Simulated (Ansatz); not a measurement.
## Electronic structure of BH8NSSi2 in real space

Input file:

```
crystal:
  periodic: [false, false, false]
  atoms:
    - {symbol: B, position_ang: [-0.929647, 1.152262, -0.223074]}
    - {symbol: Si, position_ang: [0.395479, 0.456469, 1.013884]}
    - {symbol: N, position_ang: [1.710644, 1.350395, 1.593713]}
    - {symbol: S, position_ang: [0.440451, 0.021308, -1.266674]}
    - {symbol: Si, position_ang: [-0.714230, -1.781890, -1.293803]}
    - {symbol: H, position_ang: [-2.016555, 0.652840, -0.288059]}
    - {symbol: H, position_ang: [-0.782544, 2.292526, -0.561610]}
    - {symbol: H, position_ang: [0.456202, -0.883891, 1.641289]}
    - {symbol: H, position_ang: [1.816048, 2.327799, 1.378827]}
    - {symbol: H, position_ang: [2.560139, 0.931773, 1.933217]}
    - {symbol: H, position_ang: [-1.822725, -1.609638, -2.262328]}
    - {symbol: H, position_ang: [-1.259672, -2.043168, 0.061267]}
    - {symbol: H, position_ang: [0.166809, -2.901483, -1.711949]}
basis:
  gaussian: {orbitals: def2-TZVPP}
hamiltonian: {xc: pbe0, dispersion: d4}
output: {orbitals: {seedname: orbitals}}
```

Launched as:

```sh
ansatz run in.yaml --threads 4 --pin off --events-out ev --progress --plain --max-ram 10444MiB
```

Geometry: PBE0-D4/def2-TZVP.

All numbers below come from RKS PBE0-D4/def2-TZVPP (Ansatz 0.2.0).

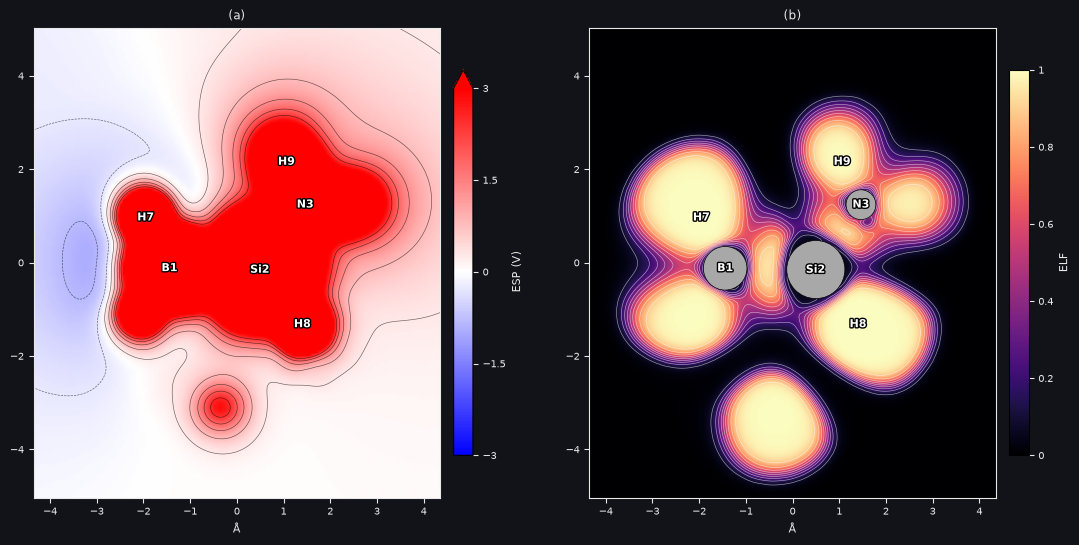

Figure 1. (a) electrostatic potential; (b) ELF on the plane of atoms B1, Si2 and H8. Grey discs cover the atomic cores in the ELF map.

What does the map show?

- The plane passes through B, Si, N and H nuclei.
- Si–N (1.69 Å): the ELF peaks at about 0.90 between the atoms (a shared but strongly polarised pair).
- Si–B (1.94 Å): the ELF peaks at about 0.95 between the atoms: localised, covalent bonding.
- N–H (1.01 Å): the ELF climbs to about 1 towards the hydrogen, as it does in any bond to H: an ordinary covalent bond to hydrogen.
- B–H (1.20 Å): the ELF climbs to about 1 towards the hydrogen; a covalent bond by its length.
- Outside the dense part of the molecule the potential is most negative (−1.0 V) near H7.

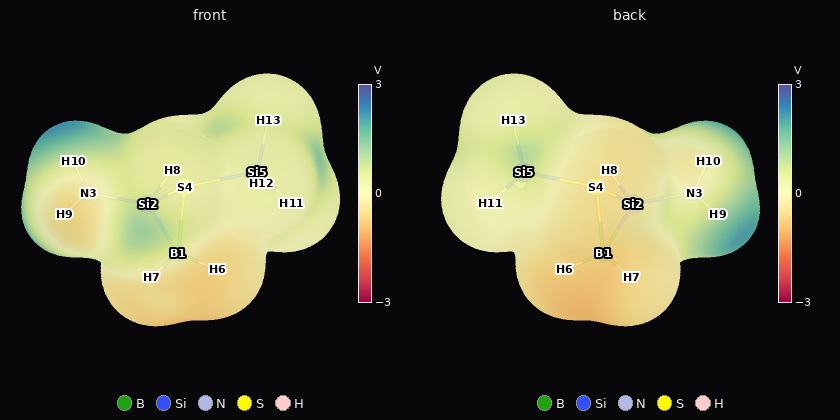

Figure 2. The electrostatic potential painted on the density surface at 0.002 e/bohr³, seen from the front and from behind; the colour scale runs from red (negative) to blue (positive).

Describe the electrostatic potential map.

The most negative region (about −1.0 V) lies over H7, the most positive (about +2.1 V) over H9 and H10.

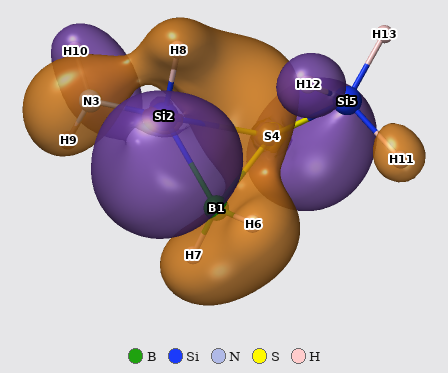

Figure 3. One frontier orbital at ±0.06 Å⁻³ᐟ² (orange and purple are the two phases), seen at a tilt.

Which orbital is it: HOMO or LUMO?

The HOMO, at −6.92 eV. Its weight (Hirshfeld) is mainly on S4 (about 30 %), Si2 (about 25 %), B1 (about 20 %) and N3 (about 10 %).
